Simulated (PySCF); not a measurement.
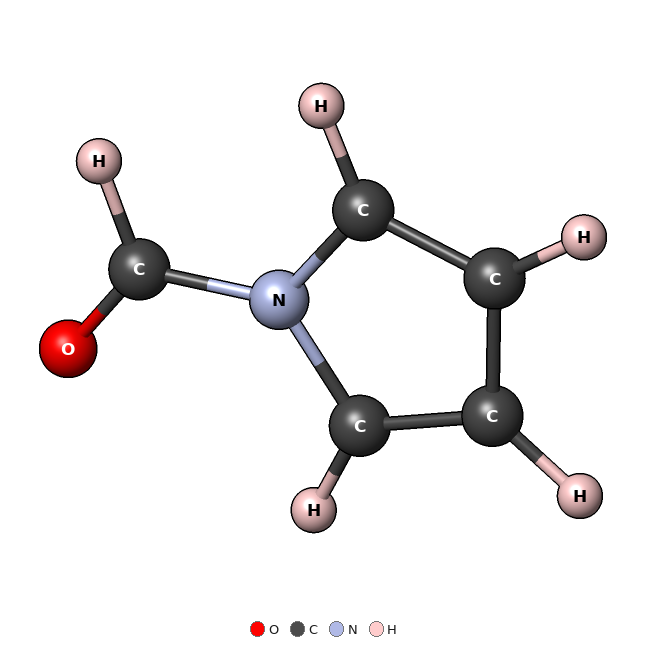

The computed structure is the end point of a GFN2-xTB optimisation. No frequency run is at hand to confirm it as a minimum.

Question: Give the formula.

Answer: C5H5NO, 12 atoms: 5 carbon, 5 hydrogen, 1 nitrogen and 1 oxygen.

Question: Does it have rings?

Answer: Independent rings (smallest set): 1 of 5 members, 1 of them aromatic.

Question: Give the symmetry (Schoenflies symbol).

Answer: Cs.

More results for the same structure follow; atom numbers are the same in all pictures, views and colours differ.

## Shape

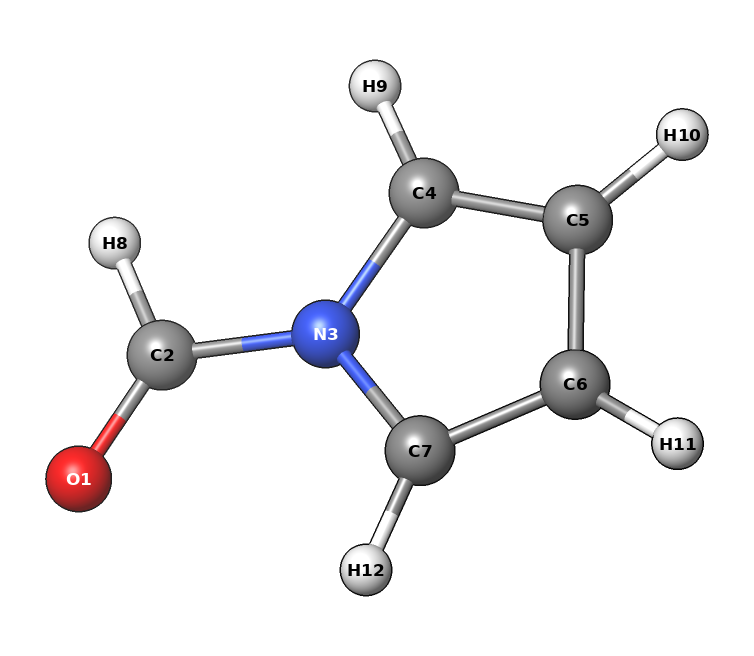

No frequency run is at hand to confirm it as a minimum.

What are the angles O1–C2–N3, O1–C2–H8, C2–N3–C7, N3–C2–H8, N3–C7–C6, N3–C7–H12, C4–C5–C6, C5–C6–C7, C5–C6–H11, C6–C5–H10, C6–C7–H12, C7–C6–H11?

| angle | degrees |
| --- | --- |
| O1–C2–N3 | 125.0 |
| O1–C2–H8 | 123.3 |
| C2–N3–C7 | 125.7 |
| N3–C2–H8 | 111.7 |
| N3–C7–C6 | 108.4 |
| N3–C7–H12 | 120.0 |
| C4–C5–C6 | 107.4 |
| C5–C6–C7 | 107.4 |
| C5–C6–H11 | 125.9 |
| C6–C5–H10 | 126.0 |
| C6–C7–H12 | 131.6 |
| C7–C6–H11 | 126.7 |

## Dipole moment

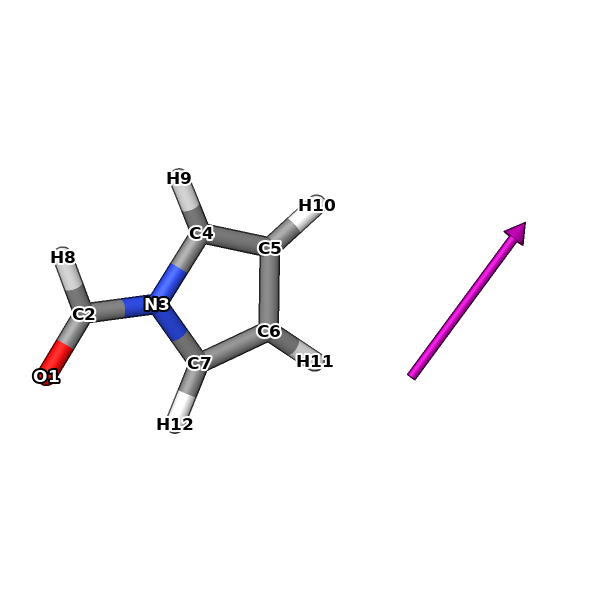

The arrow beside the molecule shows the direction of the dipole moment, from the negative to the positive end (its length means nothing). No frequency run is at hand to confirm it as a minimum. Level of theory: PBE0/def2-SVPD, gas phase (PySCF 2.14.0).

Question: Estimate the dipole moment.

Answer: 2.62 D; it points from the side of O1 to the side of H10 (the outermost atoms at the two ends).

## Excitation

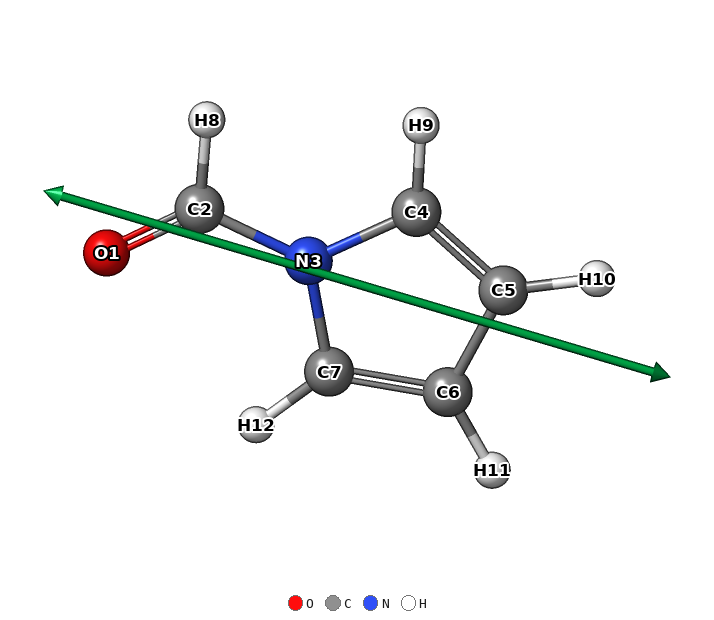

The double arrow shows the direction of the transition dipole to excited singlet state 3 (its length means nothing). No frequency run is at hand to confirm it as a minimum. Properties computed with TDDFT PBE0/def2-SVPD, vertical, gas phase, core orbitals frozen in the response (PySCF 2.14.0).

Question: How is the transition polarised?

Answer: In the molecular plane, nearly parallel to the C6–C7 bond.

Question: Give its energy, strength and character.

Answer: 5.82 eV (213 nm), oscillator strength 0.27, mainly HOMO−1 → LUMO (weight 0.89); transition dipole 3.48 D.

## Polarisability

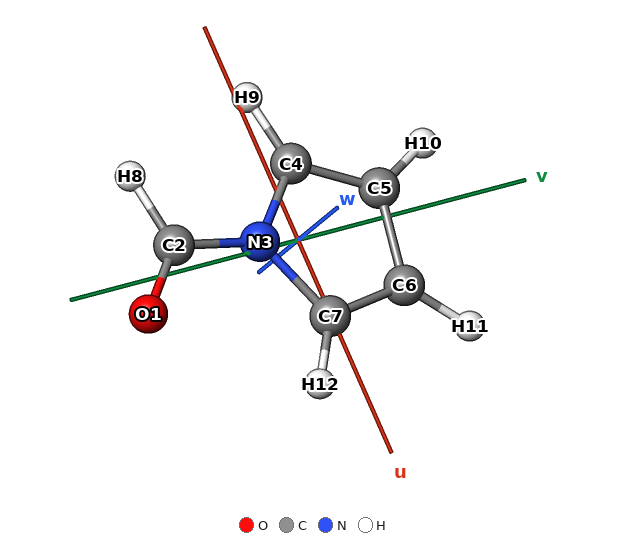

The lines u, v and w are the principal axes of the static dipole polarisability. No frequency run is at hand to confirm it as a minimum. Computed with PBE0/def2-SVPD (PySCF 2.14.0).

Question: Along which axis is the molecule most polarisable, and along which least?

Answer: Most along v (in the molecular plane, nearly parallel to the C6–C7 bond), least along w (normal to the molecular plane).

Question: Give the three principal values.

Answer: u 69.2, v 91.7, w 41.0 bohr³; mean 67.3, anisotropy 44.0 bohr³.
